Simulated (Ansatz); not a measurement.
**Profile along the Te–Pb line in PbTe (rock salt)**

PbTe (rock salt)

```yaml
crystal:
  lattice:
    - [0.00000, 3.28451, 3.28451]
    - [3.28451, 0.00000, 3.28451]
    - [3.28451, 3.28451, 0.00000]
  atoms:
    - { symbol: Te, position: [0.00000, 0.00000, 0.00000] }
    - { symbol: Pb, position: [0.50000, 0.50000, 0.50000] }
```

Fields along a shortest Te–Pb line of a {100} plane (3.28 Å), from Te to Pb, interpolated on the slice's grid (step about 0.2 Å). These are PBE (plane waves to 420 eV, PAW, scalar-relativistic; Ansatz, an electronic-structure program) values and carry that method's errors. k mesh 9×9×9. Inside the PAW spheres the values are not all-electron values, and peaks at nuclei hang on which shells count as valence. PbTe was relaxed with its symmetry unable to fall. Spin-orbit coupling is left out, though Pb and Te are heavy.

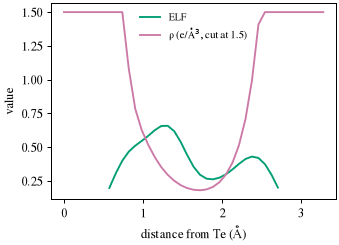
Figure: ELF (away from the nuclei) and valence density from Te to Pb.

Density on the Te–Pb line (3.28 Å) at its density minimum, 1.7 Å from Te: 0.18 e/Å³. ELF at that point: 0.3. ELF maximum in the middle third of the Te–Pb line: 0.66, 1.3 Å from Te.
